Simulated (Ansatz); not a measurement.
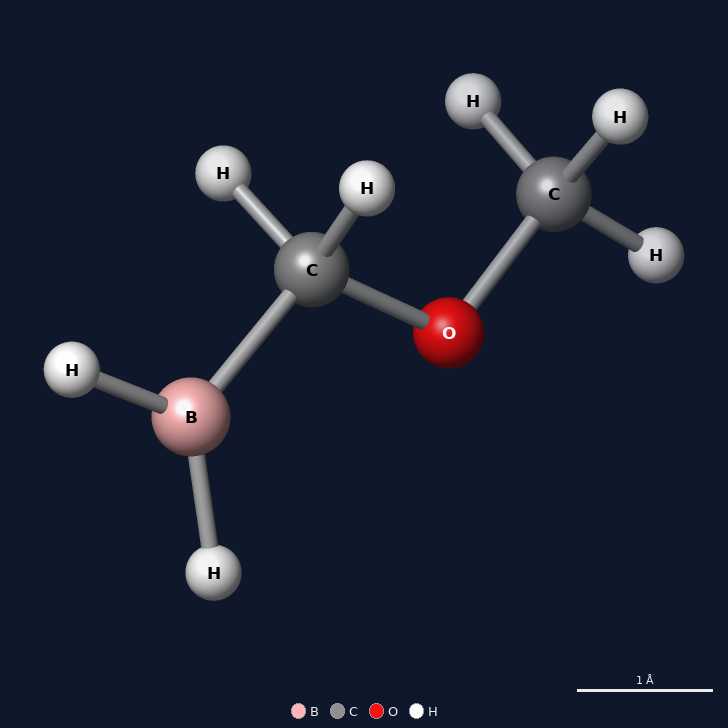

Ball-and-stick drawing of a structure.

What is the molecular formula?

Answer. C2H7BO, 11 atoms: 2 carbon, 7 hydrogen, 1 boron and 1 oxygen.

Does it have rings?

Answer. It has no ring.

What is the point group of this geometry?

Answer. Cs.

How many sets of symmetry-equivalent atoms are there?

Answer. 9: 1 B, 1 C, 1 O, 1 C, 1 H, 1 H, 2 H, 2 H, 1 H.

More results for the same structure follow; atom numbers are the same in all pictures, views and colours differ. Computed geometry: PBE0-D4/def2-TZVP optimisation.

**Shape**

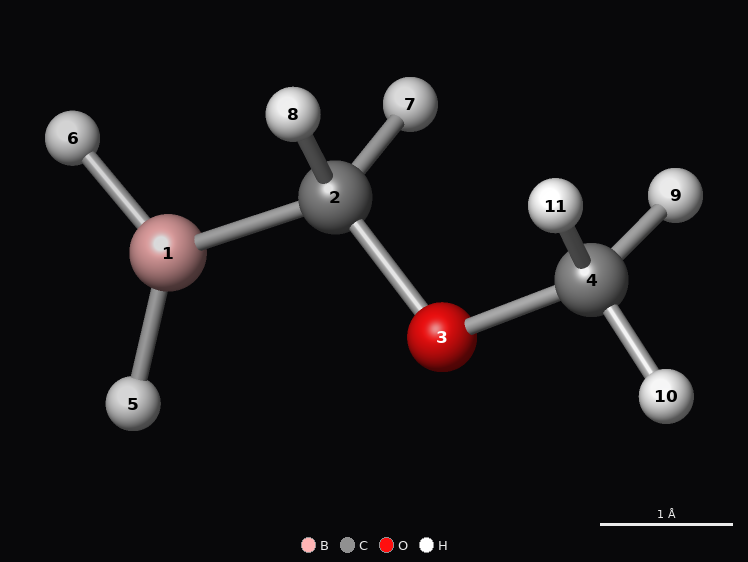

Numbered structure.

Describe the coordination of atom 1.

Answer. B1 has 3 neighbours (C2 at 1.55, H5 at 1.19, H6 at 1.20 Å); the arrangement is trigonal planar.

What is the geometry at O3?

Answer. O3 has 2 neighbours (C2 at 1.40, C4 at 1.40 Å); the arrangement is bent.

Describe the coordination of atom 4.

Answer. C4 has 4 neighbours (O3 at 1.40, H9 at 1.10, H10 at 1.09, H11 at 1.10 Å); the arrangement is tetrahedral.

How are the neighbours of atom 2 arranged?

Answer. C2 has 4 neighbours (B1 at 1.55, O3 at 1.40, H7 at 1.11, H8 at 1.11 Å); the arrangement is tetrahedral.

What is the dihedral angle B1–C2–O3–C4?

Answer. 180° in size, that is anti.

**Dipole moment**

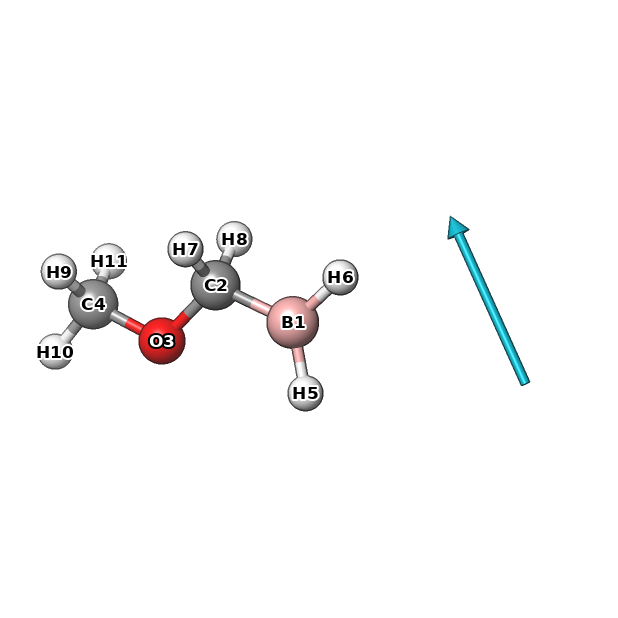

The arrow beside the molecule shows the direction of the dipole moment, from the negative to the positive end (its length means nothing). Properties computed with RKS B3LYP-D4/def2-TZVPP (Ansatz 0.2.0).

How large is the dipole moment?

Answer. 1.53 D; it points from the side of H5 to the side of H9, H11 (the outermost atoms at the two ends).

**Levels of theory compared**

Program: Ansatz 0.2.0.

At this fixed geometry, give HOMO energy (eV), HOMO–LUMO gap (eV) at these levels: B3LYP-D4/def2-TZVPP; CAM-B3LYP-D4/def2-TZVPP; HSE06 (plane-wave form)-D4/def2-TZVPP; PBE0-D4/def2-QZVPP; PBE0-D4/def2-TZVPP; r2SCAN0-D4/def2-TZVPP; ωB97M-V/def2-SVP; ωB97X-V/def2-TZVPP.

```
                                level  HOMO energy (eV)  HOMO–LUMO gap (eV)
                  B3LYP-D4/def2-TZVPP             −7.30                5.68
              CAM-B3LYP-D4/def2-TZVPP             −8.98                8.70
HSE06 (plane-wave form)-D4/def2-TZVPP             −7.13                5.38
                   PBE0-D4/def2-QZVPP             −7.57                6.18
                   PBE0-D4/def2-TZVPP             −7.53                6.17
                r2SCAN0-D4/def2-TZVPP             −7.76                6.65
                     ωB97M-V/def2-SVP             −9.75               10.56
                   ωB97X-V/def2-TZVPP             −9.99               10.84
```

**Charges**

The questions are on Mulliken charges. Method: RKS PBE0-D4/def2-TZVP (Ansatz 0.2.0).

Which atom carries the highest charge (most positive or least negative)?

Answer. H10 (0.13 e).

And the lowest?

Answer. O3 (−0.27 e).

List the Mulliken charges.

```tsv
atom	value (e)
B1	−0.04
C2	−0.10
O3	−0.27
C4	−0.21
H5	0.03
H6	0.02
H7	0.11
H8	0.11
H9	0.10
H10	0.13
H11	0.10
```

Mulliken values depend strongly on the basis set and can even reverse the polarity of a bond.
